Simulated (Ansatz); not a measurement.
FPSi (SMILES F[Si]#P)

```yaml
atoms:
  - { symbol: F, position_ang: [0.0000, 0.0000, -1.7180] }
  - { symbol: P, position_ang: [0.0000, 0.0000, 1.8325] }
  - { symbol: Si, position_ang: [0.0000, 0.0000, -0.1145] }
```

Geometry: PBE0-D3(BJ)/def2-SVP.

All numbers below come from isolated molecule in a Gaussian basis; Kohn-Sham density functional theory, functional PBE0 (Ansatz).

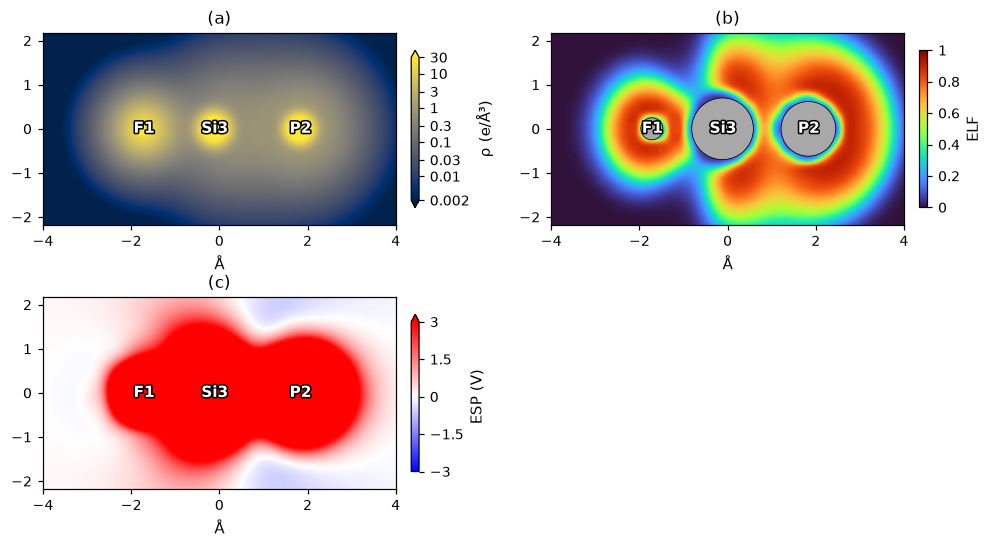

Figure 1. (a) total electron density; (b) electron localisation function; (c) electrostatic potential on a plane that holds the molecular axis. Grey discs cover the atomic cores in the ELF map.

**Read the bonding off the picture.**

The plane passes through F, P and Si nuclei. Si–F (1.60 Å): ρ at the midpoint is about 1.1 e/Å³; the ELF peaks at about 0.85 in the valence shell of F, 0.6 Å from its nucleus, and is about 0.35 at the midpoint. Si–P (1.95 Å): the density is about 0.82 e/Å³ at the midpoint; the ELF peaks at about 0.70 between the atoms. The ELF also peaks beside P2 and F1, away from the bonds: lone-pair regions. Outside the dense part of the molecule the potential is most negative (−0.6 V) near P2.

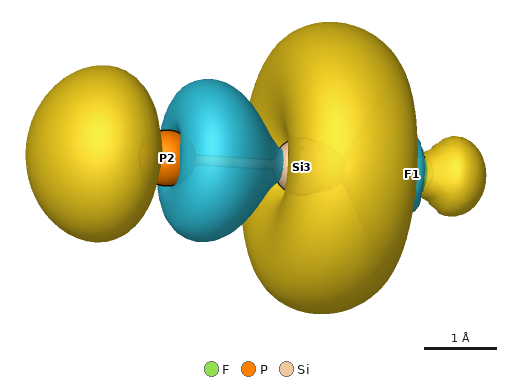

Figure 2. The LUMO at ±0.08 Å⁻³ᐟ² (yellow and cyan are the two phases), seen from one side.

**What is the character of this orbital?**

Its weight (Hirshfeld) is mainly on Si3 (about 55 %), P2 (about 35 %) and F1 (about 10 %); it is of σ type. Its energy is −3.05 eV.
